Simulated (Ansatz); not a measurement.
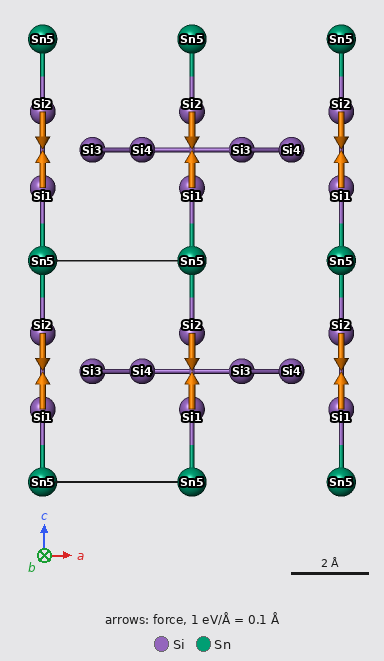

Starting geometry of a crystal of Si4Sn (a generated structure, set up in P6/mmm) (coarse preliminary run) with the computed forces as orange arrows. The picture is a ball-and-stick view of the cell of the calculation, repeated 2 × 1 × 2 with one cell outlined, seen along the b axis.

Theory: DFT PBE, scalar-relativistic, plane waves, PAW in Ansatz 0.2.0. Set-up: plane-wave cutoff 420 eV; k-point mesh 6 × 6 × 4; occupations gaussian; smearing width 0.1 eV; no spin polarisation; cell and atoms relaxed; force threshold 0.04 eV/Å; at most 70 steps.

**What follows when this structure is relaxed?**

It isn't relaxed: the largest force vector, on Si atoms, is 10.00 eV/Å. The atoms end up moving mostly along the starting forces (cosine between the two patterns 1.00). Over 13 accepted moves (17 points after the start) the energy falls by 1801 meV per atom. Largest force component: 10 eV/Å at the start, 0.03 eV/Å at the end. Pressure: 38.60 GPa at the start and −0.08 GPa at the end. The line search rejected the trial steps at points 9, 12 of the run. The SCF was repeated twice at an unchanged geometry on a basis and grid sized afresh for the cell, which shifted the energy by 38.3 meV per atom at most. The largest moves relative to the cell, 0.091 Å, are those of Si1 and Si2. Si2 goes along −c. Sn stays in place. Cell: a = b 4.505 → 4.023 Å (−10.7 %), c 5.788 → 8.304 Å (+43.5 %). Volume +14.4 %. Near-neighbour distances that change, for instance: Si1–Sn5 1.899 → 2.815 Å, Si1–Si2 1.990 → 2.674 Å, Si3–Si4 2.601 → 2.323 Å. The space group stays P6/mmm (No. 191). Cost: 72 s on 1 thread of Intel(R) Xeon(R) Processor @ 2.70GHz (shared host), peak memory 0.41 GiB.
